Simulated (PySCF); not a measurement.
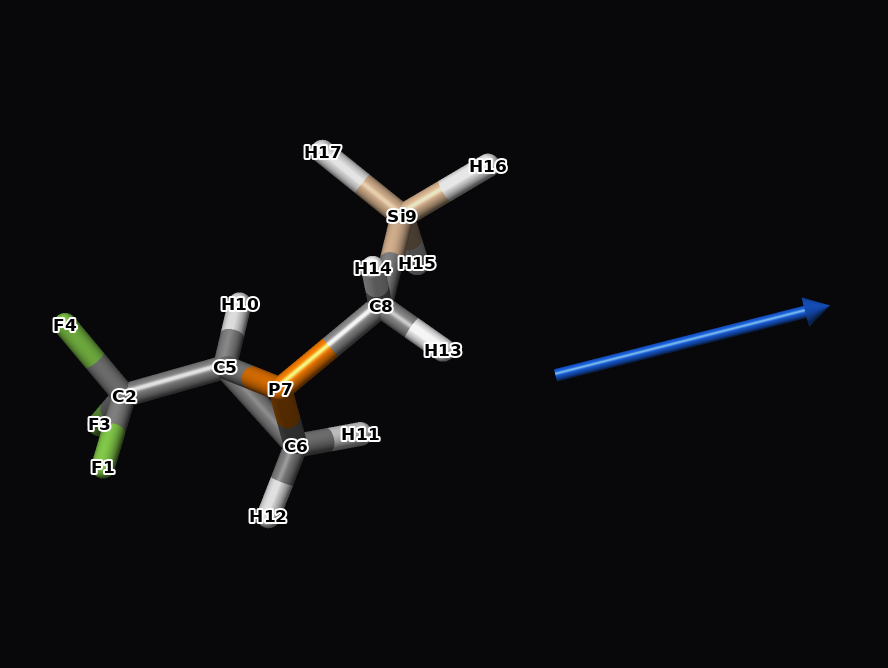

The arrow beside the molecule shows the direction of the dipole moment, from the negative to the positive end (its length means nothing). The geometry was computed by an optimisation with GFN2-xTB. No frequency run is at hand to confirm it as a minimum. Level of theory: PBE0/pcSseg-1, gas phase (PySCF 2.14.0).

How large is the dipole moment?

Answer. 3.40 D; it points from the side of F1, F3, F4 to the side of H16 (the outermost atoms at the two ends).

The geometry is semi-empirical. Around P, Si such bond lengths and angles can be off by a tenth of an ångström or more and by several degrees, and values that hang on the shape move with them.
